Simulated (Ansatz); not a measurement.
Input file:

```
crystal:
  periodic: [false, false, false]
  atoms:
    - {symbol: N, position_ang: [-0.217522, 0.487385, -0.305522]}
    - {symbol: Si, position_ang: [1.389400, -0.615484, 0.251298]}
    - {symbol: Si, position_ang: [0.489797, -2.240548, 1.445291]}
    - {symbol: H, position_ang: [-0.862188, -0.072014, -0.853494]}
    - {symbol: H, position_ang: [0.075345, 1.278094, -0.869111]}
    - {symbol: H, position_ang: [-0.706816, 0.841719, 0.509219]}
basis:
  gaussian: {orbitals: def2-TZVPP}
hamiltonian: {xc: pbe0, dispersion: d4}
output: {orbitals: {seedname: orbitals}}
```

Command:

```sh
ansatz run in.yaml --threads 2 --pin off --events-out ev --progress --plain --max-ram 4352MiB
```

Geometry: PBE0-D4/def2-TZVP.

Method: Ansatz 0.2.0, RKS PBE0-D4/def2-TZVPP.

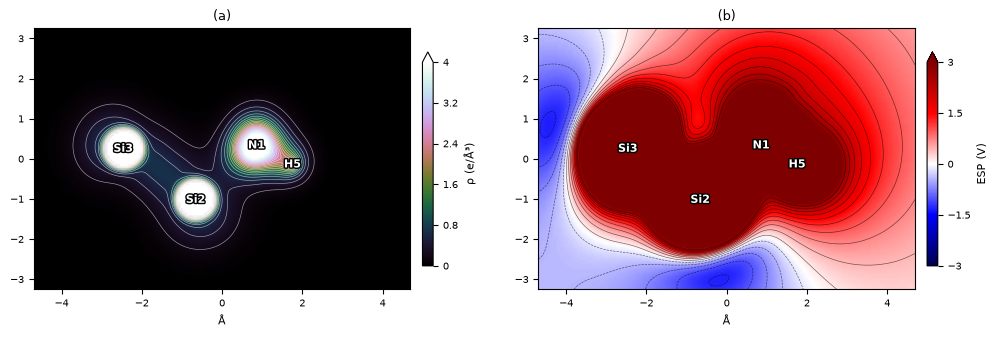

H₃NSi₂. (a) electron density; (b) electrostatic potential on the plane of atoms Si2, N1 and H5.

> What do the fields say about this system?

The section cuts through N, Si and H sites. Si–N (2.03 Å): ρ is about 0.59 e/Å³ halfway, with its minimum of 0.46 e/Å³ about 0.8 Å from Si. Si–Si (2.21 Å): ρ at the midpoint is about 0.68 e/Å³. N–H (1.01 Å): ρ at the midpoint is about 3 e/Å³. Outside the dense part of the molecule the potential is most negative (−1.3 V) near Si3.
